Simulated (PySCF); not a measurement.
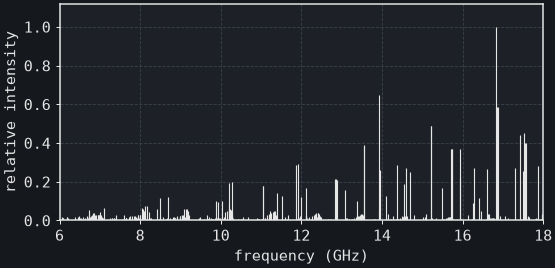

Simulated rotational absorption lines between 6 and 18 GHz at 5 K: rigid rotor with the equilibrium constants and dipole of one optimised conformer (PBE0-D3(BJ)/def2-SVP, PySCF 2.14.0), commonest isotopes; no centrifugal distortion, hyperfine structure, internal rotation or nuclear-spin weights; lines within 1 MHz of each other are summed.

Which molecule gives this spectrum?
A. C₃H₁₂NOPSi₂, SMILES C=C[P@@](C)(=O)N([SiH3])[SiH3]
B. C₃H₅F₃Ge, SMILES C=[CH][GeH2][C](F)(F)F, singlet
C. C₉H₁₂OSi, SMILES C=C(C)[SiH2]Oc1ccccc1

Option A. Rotational constants A, B, C = 1.448, 0.9736, 0.8284 GHz, |μa|, |μb|, |μc| = 0.33, 3.31, 0.18 D.

Note: coarse grid, loose stop and no frequency check, small forces are noise and the end may be a saddle.
